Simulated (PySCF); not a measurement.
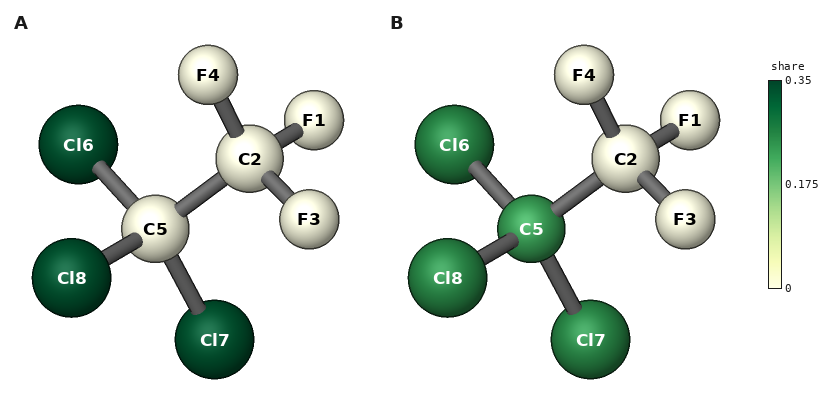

Each panel colours the atoms by their Löwdin share in one orbital (up to four of the largest shares; other atoms are shown as zero). The geometry was computed by an optimisation with PBE0-D3(BJ)/def2-SVP. No frequency run is at hand to confirm it as a minimum. Method: CAM-B3LYP/def2-SVPD (PySCF 2.14.0).

> The panels show the HOMO, LUMO, in some order. Which is which?

A: HOMO, −10.71 eV; Cl6 0.33, Cl8 0.33, Cl7 0.33
B: LUMO, −0.12 eV; Cl6 0.26, Cl8 0.25, Cl7 0.25, C5 0.23
